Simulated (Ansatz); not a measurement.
Si2H5OF: several calculations on one system

### Relaxation

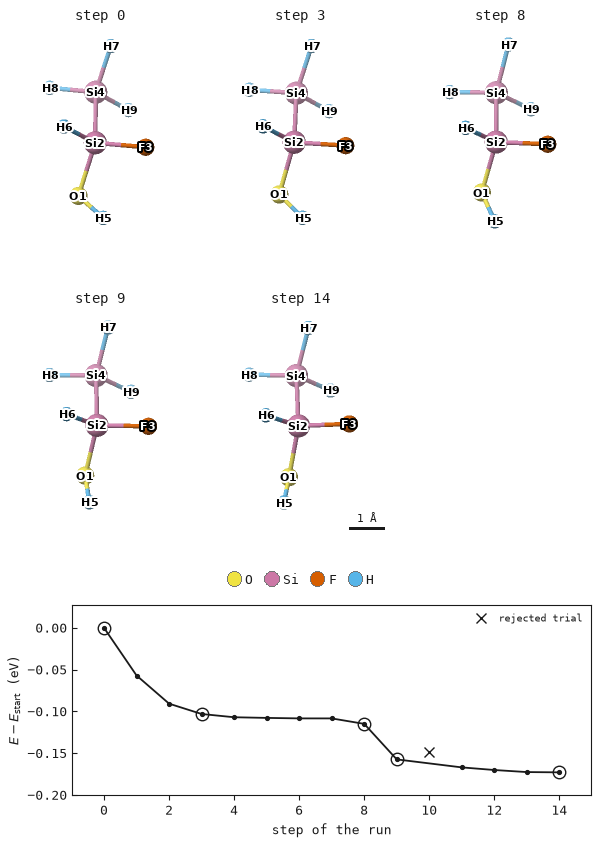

Frames of a relaxation of Si₂H₅OF, marked on the history of the run. A ball-and-stick model, seen from a free direction.

The run prepares an end point of a later path (torsion) calculation, from a guessed geometry.

Computed with RKS LDA/def2-SVP in Ansatz. Set-up: no spin polarisation; force threshold 0.015 eV/Å; at most 40 steps.

Describe the path.

Answer. Over 13 accepted moves (14 points after the start) the energy falls by 0.173 eV. Largest force component: 1.1 eV/Å at the start, 0.01 eV/Å at the end. The line search rejected the trial step at point 10 of the run. H5 moves most after the best rigid fit: 0.60 Å. By element the largest moves are H 0.60 Å, O 0.37 Å, F 0.22 Å, Si 0.11 Å. Near-neighbour distances that change, for instance: Si2–Si4 2.388 → 2.321 Å, O1–Si2 1.700 → 1.651 Å, Si4–H8 1.465 → 1.506 Å, Si2–H6 1.470 → 1.508 Å. Among the angles between lasting bonds that change: Si2–O1–H5 108.6° → 118.0°, Si4–Si2–H6 111.4° → 115.6°, O1–Si2–Si4 109.9° → 105.9°. Groups turn about O1–Si2 by about 70°. From step 0 to 3: F and H atoms move most (0.07 Å), energy −0.103 eV. From step 3 to 8: H5 moves most (0.27 Å), energy −0.012 eV. From step 8 to 9: H5 moves most (0.20 Å), energy −0.043 eV. From step 9 to 14: H5 moves most (0.16 Å), energy −0.015 eV.

### Relaxation

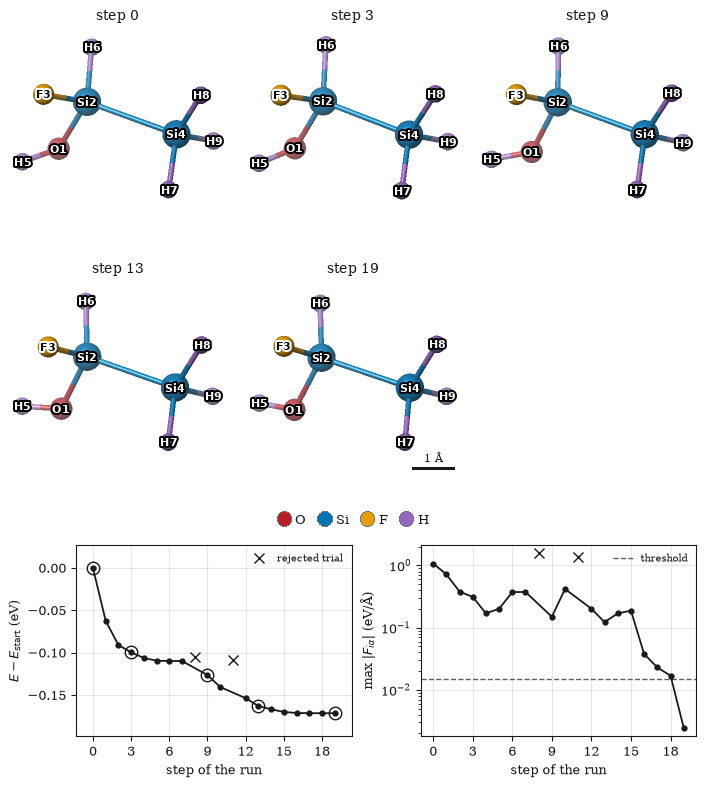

Frames of a relaxation of Si2H5OF, marked on the history of the run. A ball-and-stick model, seen at a tilt.

The run prepares an end point of a later path (torsion) calculation, from a guessed geometry.

All numbers below come from Ansatz 0.2.0, RKS LDA/def2-SVP. Settings: no spin polarisation; force threshold 0.015 eV/Å; at most 40 steps.

### What happens along the run?

Over 17 accepted moves (19 points after the start) the energy falls by 0.171 eV. Largest force component: 1.1 eV/Å at the start, 0.0025 eV/Å at the end. The line search rejected the trial steps at points 8, 11 of the run. The atom that moves furthest after the best rigid fit is H5 (0.60 Å). By element the largest moves are H 0.60 Å, O 0.36 Å, F 0.22 Å, Si 0.11 Å. Near-neighbour distances that change, for instance: Si2–Si4 2.388 → 2.321 Å, O1–Si2 1.700 → 1.651 Å, Si4–H8 1.465 → 1.506 Å, Si2–H6 1.470 → 1.508 Å. Bond angles that change, for instance: Si2–O1–H5 108.6° → 118.0°, Si4–Si2–H6 111.4° → 115.5°, O1–Si2–Si4 109.9° → 105.9°. Groups turn about O1–Si2 by about 70°. The run took 65 s on 1 thread of AMD EPYC (Zen 3), with other jobs on the host, peak memory 0.13 GiB. From step 0 to 3: F3 moves most (0.06 Å), energy −0.100 eV. From step 3 to 9: H5 moves most (0.22 Å), energy −0.027 eV. From step 9 to 13: H5 moves most (0.25 Å), energy −0.036 eV. From step 13 to 19: H5 moves most (0.15 Å), energy −0.009 eV.

```json
{"step": "0", "E − E(0), eV": "0.0000", "largest force component, eV/Å": "1.0753", "note": ""}
{"step": "1", "E − E(0), eV": "-0.0623", "largest force component, eV/Å": "0.7210", "note": ""}
{"step": "2", "E − E(0), eV": "-0.0909", "largest force component, eV/Å": "0.3802", "note": ""}
{"step": "3", "E − E(0), eV": "-0.0996", "largest force component, eV/Å": "0.3122", "note": ""}
{"step": "4", "E − E(0), eV": "-0.1062", "largest force component, eV/Å": "0.1701", "note": ""}
{"step": "5", "E − E(0), eV": "-0.1094", "largest force component, eV/Å": "0.2018", "note": ""}
{"step": "6", "E − E(0), eV": "-0.1098", "largest force component, eV/Å": "0.3732", "note": ""}
{"step": "7", "E − E(0), eV": "-0.1098", "largest force component, eV/Å": "0.3755", "note": ""}
{"step": "8", "E − E(0), eV": "-0.1046", "largest force component, eV/Å": "1.5608", "note": "rejected"}
{"step": "9", "E − E(0), eV": "-0.1264", "largest force component, eV/Å": "0.1499", "note": ""}
{"step": "10", "E − E(0), eV": "-0.1404", "largest force component, eV/Å": "0.4195", "note": ""}
{"step": "11", "E − E(0), eV": "-0.1087", "largest force component, eV/Å": "1.3847", "note": "rejected"}
{"step": "12", "E − E(0), eV": "-0.1536", "largest force component, eV/Å": "0.2014", "note": ""}
{"step": "13", "E − E(0), eV": "-0.1629", "largest force component, eV/Å": "0.1228", "note": ""}
{"step": "14", "E − E(0), eV": "-0.1667", "largest force component, eV/Å": "0.1701", "note": ""}
{"step": "15", "E − E(0), eV": "-0.1698", "largest force component, eV/Å": "0.1875", "note": ""}
{"step": "16", "E − E(0), eV": "-0.1711", "largest force component, eV/Å": "0.0377", "note": ""}
{"step": "17", "E − E(0), eV": "-0.1713", "largest force component, eV/Å": "0.0230", "note": ""}
{"step": "18", "E − E(0), eV": "-0.1714", "largest force component, eV/Å": "0.0170", "note": ""}
{"step": "19", "E − E(0), eV": "-0.1714", "largest force component, eV/Å": "0.0025", "note": ""}
```

### Path

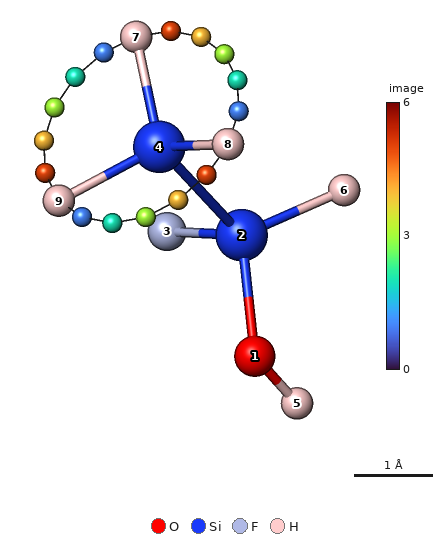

A search for the minimum-energy path of Si₂H₅OF by the nudged elastic band. Images are numbered from 0 (start) to 6 (end). The start is drawn whole; smaller spheres mark the moving atoms (H) in the later images, joined by lines and coloured by the number of the image. The picture is a ball-and-stick view, seen from a free direction.

These are results of RKS LDA/def2-SVP (Ansatz 0.2.0), not measurements.

Input
```yaml
crystal:
  periodic: [false, false, false]
  atoms:
    - { symbol: O, position_ang: [-0.36763, -0.603991, 1.770897] }
    - { symbol: Si, position_ang: [-0.831387, -0.173952, 0.24545] }
    - { symbol: F, position_ang: [-1.772667, 1.15189, 0.302757] }
    - { symbol: Si, position_ang: [1.122634, 0.36205, -0.886893] }
    - { symbol: H, position_ang: [-1.039756, -0.989997, 2.361872] }
    - { symbol: H, position_ang: [-1.684481, -1.240133, -0.394986] }
    - { symbol: H, position_ang: [0.795806, 0.872848, -2.265881] }
    - { symbol: H, position_ang: [1.998908, -0.856285, -1.018295] }
    - { symbol: H, position_ang: [1.867073, 1.43117, -0.131923] }
basis:
  gaussian: { orbitals: def2-SVP }
hamiltonian:
  xc: lda
neb:
  order_check: false
  images: 5
  f_tol: 0.03
  max_iterations: 60
  initial_path: idpp
  final_atoms:
    - { symbol: O, position_ang: [-0.62840255, 0.18375348, 1.78617205] }
    - { symbol: Si, position_ang: [-0.75564761, -0.39229766, 0.24415281] }
    - { symbol: F, position_ang: [-2.07288419, 0.23485958, -0.47558396] }
    - { symbol: Si, position_ang: [1.13223454, 0.36306146, -0.87490163] }
    - { symbol: H, position_ang: [-1.26814751, -0.13676541, 2.44780483] }
    - { symbol: H, position_ang: [-0.96707271, -1.8853002, 0.22620977] }
    - { symbol: H, position_ang: [1.21595176, 1.86302273, -0.7763166] }
    - { symbol: H, position_ang: [1.06323885, -0.0311667, -2.32711973] }
    - { symbol: H, position_ang: [2.36922941, -0.24556727, -0.26741955] }
```

Launched with:
```bash
ansatz run input.yaml --threads 1 --pin off --max-ram 2048MiB --backend cpu --events-out ev --progress --plain --runs-dir out
```

**Describe the path and its energy.**

The motion is a rotation about the Si2–Si4 bond by about 120°. No bond forms or breaks between the ends. The barrier is about 1.01 kcal/mol in both directions, with image 3 at the top; the ends have the same energy. The band is converged. At the top, the vibrational analysis gives one imaginary mode (102i cm⁻¹), as a transition state must have.

Cost: 2.2 min on 1 thread of AMD EPYC (Zen 3) (shared host), peak memory 0.12 GiB.
